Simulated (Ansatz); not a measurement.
# C2H7AlO2Si: the cost of one run

All numbers below are computed with Ansatz 0.2.0 (RKS PBE/STO-3G).

### 1 The system as given

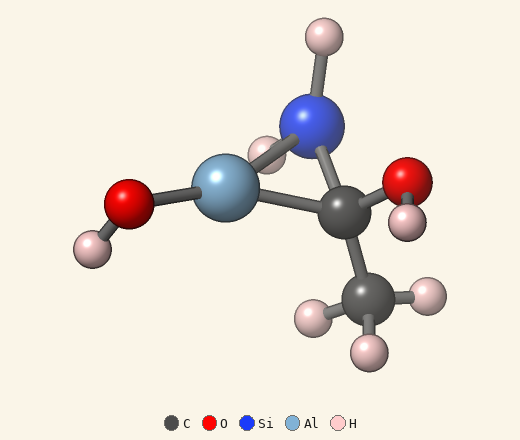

The starting structure, seen from a chosen angle (carbon dark grey, oxygen red, silicon blue, aluminium light blue, hydrogen pink).

Structure file:

```xyz
13

C     0.2605   -0.6926    1.4876
C     0.5218   -0.3029    0.0219
O     1.8520   -0.3789   -0.3139
Si   -0.4736   -1.1654   -1.2379
Al   -0.4486    1.1826   -0.8264
O    -0.9024    2.9671   -1.0499
H     0.6134   -1.6650    1.7099
H    -0.8431   -0.5979    1.6631
H     0.7165    0.0963    2.1912
H     2.3236    0.3829    0.1850
H    -1.8984   -1.6179   -0.8018
H     0.0048   -1.3691   -2.5729
H    -1.7062    3.1259   -0.4410
```

### 2 Relaxing the start

input.yaml

```yaml
crystal:
  periodic: [false, false, false]
  atoms:
    - { symbol: C, position_ang: [0.2605, -0.6926, 1.4876] }
    - { symbol: C, position_ang: [0.5218, -0.3029, 0.0219] }
    - { symbol: O, position_ang: [1.852, -0.3789, -0.3139] }
    - { symbol: Si, position_ang: [-0.4736, -1.1654, -1.2379] }
    - { symbol: Al, position_ang: [-0.4486, 1.1826, -0.8264] }
    - { symbol: O, position_ang: [-0.9024, 2.9671, -1.0499] }
    - { symbol: H, position_ang: [0.6134, -1.665, 1.7099] }
    - { symbol: H, position_ang: [-0.8431, -0.5979, 1.6631] }
    - { symbol: H, position_ang: [0.7165, 0.0963, 2.1912] }
    - { symbol: H, position_ang: [2.3236, 0.3829, 0.185] }
    - { symbol: H, position_ang: [-1.8984, -1.6179, -0.8018] }
    - { symbol: H, position_ang: [0.0048, -1.3691, -2.5729] }
    - { symbol: H, position_ang: [-1.7062, 3.1259, -0.441] }
basis:
  gaussian: { orbitals: STO-3G }
hamiltonian:
  xc: pbe
relax:
  f_tol: 0.02
  max_steps: 40
scf:
  lower_state_search: "off"
```

On the command line:

```console
ansatz run input.yaml --threads 1 --pin off --max-ram 2048MiB --backend cpu --events-out ev --progress --plain --runs-dir out
```

**Question.** How long does this run take on 1 thread of Arm Neoverse V2, shared host, and how much memory does it need?

About 45 s, with a peak of 0.14 GiB.
